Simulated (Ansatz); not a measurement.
**UHF/STO-3G run of InCl2O (SMILES [O][In]([Cl])[Cl])**

Aim: the vertical doublet–quartet gap of InCl2O at UHF/STO-3G, from 2 runs. 

The calculation is run with Ansatz 0.2.0.

34 further runs of the same task are left out: 1 that didn't finish, 33 set aside as unsound or not needed. Runs told in other sessions of the task aren't counted.

**1. The molecule**

InCl2O has 4 atoms, charge 0, and is taken as a doublet. As SMILES, `[O][In]([Cl])[Cl]`. The shape is that of a PBE0-D4/def2-TZVP optimisation.

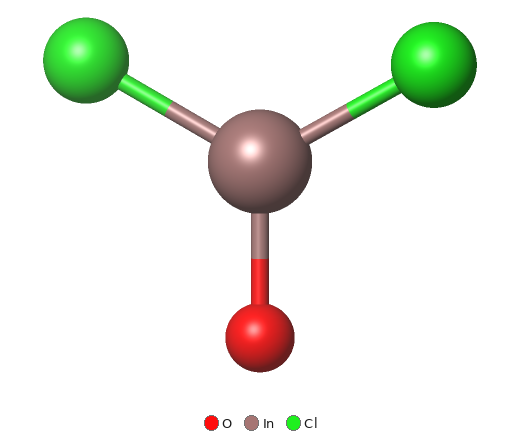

Viewed from a chosen angle; oxygen red, indium brown, chlorine green.

**2. A single-point energy at UHF/STO-3G**

Contents of in.yaml:

```yaml
crystal:
  periodic: [false, false, false]
  atoms:
    - {symbol: O, position_ang: [0.606300, 1.014000, 1.667600]}
    - {symbol: In, position_ang: [0.031700, 0.016000, 0.045400]}
    - {symbol: Cl, position_ang: [0.741600, -2.145000, -0.248200]}
    - {symbol: Cl, position_ang: [-1.324100, 1.054700, -1.485200]}
basis:
  gaussian:
    orbitals: STO-3G
total_charge: 0
magnetization:
  spin_polarized: true
  initial_magnetization: 1
hamiltonian:
  xc: hf
accuracy: high
output:
  orbitals: {seedname: orbitals}
```

Run with:

```
$ ansatz run in.yaml --threads 1 --pin off --max-ram 3480MiB --events-out events.jsonl --progress --plain --runs-dir runs
```

The program printed:

```text
Warning: RAYON_NUM_THREADS=1 ignored (pool sized by the plan → 1); use --threads N
Functional definition: HF
  name "HF"
  exchange = exact_x
  correlation = 0
957 factors; integrals over basis functions are off by at most 5.1e-9 eV
mean field evaluation 1: about -181390.2642 eV, gradient 1.4e1 eV
mean field evaluation 2: about -181390.3138 eV, gradient 1.4e1 eV
mean field evaluation 4: about -181392.4689 eV, gradient 8.7e-1 eV
mean field evaluation 8: about -181392.4898 eV, gradient 8.8e-3 eV
mean field evaluation 16: about -181392.3718 eV, gradient 7.6e-1 eV
mean field evaluation 32: about -181392.3863 eV, gradient 2.1e-1 eV
mean field evaluation 64: about -181392.4134 eV, gradient 2.4e-1 eV
mean field -181392.48638032 eV, -6666.0509222336 hartree, gradient 3.5e-8 eV, S^2 0.774454; 2 other end points of the search recorded, 0 dependent functions left out
reference -181392.48638032 eV, -6666.0509222336 hartree; 46, 45 occupied and 4, 5 virtual orbitals, 957 factors
Total energy: -181392.48638032 eV, -6666.0509222336 hartree
```

Wall time 3.6 s (1 thread of Arm Neoverse V2, shared host); peak memory 0.21 GiB.

**3. The quartet, same level**

Changes to in.yaml since step 2:

```diff
@@ -13,3 +13,3 @@
   spin_polarized: true
-  initial_magnetization: 1
+  initial_magnetization: 3
 hamiltonian:
@@ -17,3 +17,2 @@
 accuracy: high
-output:
-  orbitals: {seedname: orbitals}
+output: {orbitals: {seedname: orbitals}}
```

Run with:

```
$ ansatz run in.yaml --threads 1 --pin off --max-ram 3480MiB --events-out events.jsonl --progress --plain --runs-dir runs
```

The program printed (excerpt; [...] marks lines left out):

```text
Warning: RAYON_NUM_THREADS=1 ignored (pool sized by the plan → 1); use --threads N
Functional definition: HF
  name "HF"
[...]
957 factors; integrals over basis functions are off by at most 5.1e-9 eV
[...]
mean field -181388.47861317 eV, -6665.9036395074 hartree, gradient 2.1e-8 eV, S^2 3.758708; 9 other end points of the search recorded, 0 dependent functions left out
reference -181388.47861317 eV, -6665.9036395074 hartree; 47, 44 occupied and 3, 6 virtual orbitals, 957 factors
Total energy: -181388.47861317 eV, -6665.9036395074 hartree
```

It took 7.8 s on 1 thread of Arm Neoverse V2, shared host; peak memory 0.21 GiB.

**4. What came out**

Level: UHF/STO-3G.

| quantity | value |
| --- | --- |
| doublet: total energy | -6666.05092 Eh |
| doublet: HOMO energy (highest over α and β) | -8.71 eV |
| doublet: LUMO energy (lowest over α and β) | 4.77 eV |
| doublet: ⟨S²⟩ | 0.774 |
| quartet: total energy | -6665.90364 Eh |
| quartet: HOMO energy (highest over α and β) | -2.67 eV |
| quartet: LUMO energy (lowest over α and β) | 3.20 eV |
| quartet: ⟨S²⟩ | 3.759 |
| vertical energy of the quartet above the doublet | 4.008 eV |

What this shows: At this shape the quartet lies 4.01 eV (92 kcal/mol) above the doublet. In a minimal basis such a difference can be off by several eV, whatever the method. Relativity is left out (doublet) although the molecule holds a heavy atom. Relativity is left out (quartet) although the molecule holds a heavy atom.
